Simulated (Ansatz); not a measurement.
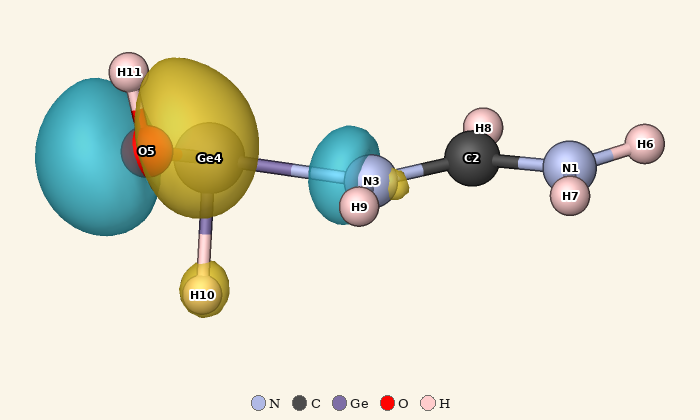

The picture shows: CH6GeN2O. The HOMO−1 at ±0.15 Å⁻³ᐟ² (yellow and cyan are the two phases), seen from one side.

Method: Ansatz, RKS PBE-D4/def2-SVP.

Input

```
crystal:
  periodic: [false, false, false]
  atoms:
    - { symbol: "N", position_ang: [-0.9316, 0.4635, 1.4598] }
    - { symbol: C, position_ang: [-0.5569, -0.429, 0.4023] }
    - { symbol: "N", position_ang: [0.7351, -0.9095, 0.5802] }
    - { symbol: Ge, position_ang: [0.7198, 0.3163, -0.9065] }
    - { symbol: O, position_ang: [0.764, -0.6516, -2.4318] }
    - { symbol: H, position_ang: [-1.916, 0.8929, 1.1633] }
    - { symbol: H, position_ang: [-0.3119, 1.3362, 1.4936] }
    - { symbol: H, position_ang: [-1.2332, -1.1983, 0.0912] }
    - { symbol: H, position_ang: [1.2562, -0.3696, 1.4007] }
    - { symbol: H, position_ang: [1.7213, 1.3987, -0.6375] }
    - { symbol: H, position_ang: [-0.1814, -0.9066, -2.5947] }
basis:
  gaussian: { orbitals: def2-SVP }
hamiltonian:
  xc: pbe
  dispersion: d4
relax:
  f_tol: 0.02
  max_steps: 50
output:
  orbitals: {}
```

Launched as:

```sh
ansatz run input.yaml --threads 2 --pin off --max-ram 3072MiB --backend cpu --events-out ev --progress --plain --runs-dir out
```

The fields are those of the run's last geometry, not of the input's.

Question: Where does this orbital lie, and at what energy?

Answer: Its weight (Hirshfeld) is mainly on O5 (about 80 %); largely a lone pair of O5. Its energy is −5.41 eV.
